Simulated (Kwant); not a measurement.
Model system: wire with an antidot in a GaN two-dimensional gas. Effective mass 0.22 mₑ, grid spacing 2.7 nm, hard walls, nominal width 80 nm (29 grid rows, so walls 81 nm apart), one parabolic valley, scattering region 240 nm long along x; energies count from the band bottom; Fermi energy 0.00835 eV. Hard-wall hole of radius 9.5 nm, 0 nm off the axis. Perpendicular field swept from 0 to 3.2 T, also in the leads; orbital effect alone.

Constants are typed, rounded textbook-type inputs, not results; the design itself was drawn at random and stands for no fabricated device.

Model: effective-mass tight-binding model on a square grid, one spin, coherent transport at 0 K (Kwant). Conductance is in e²/h.

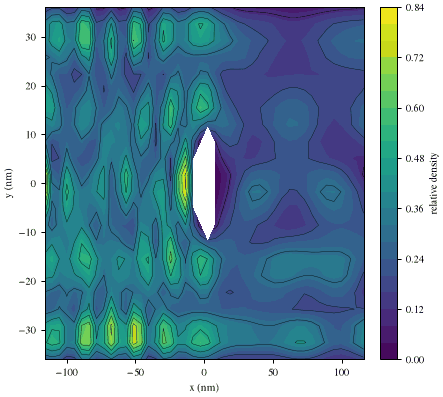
Figure. Density of the scattering states that come in from the left lead, at field = 0.78841 T, in bins, relative to the largest site value

The conductance there is 3.93 e²/h with 5 open channel(s) in the leads.
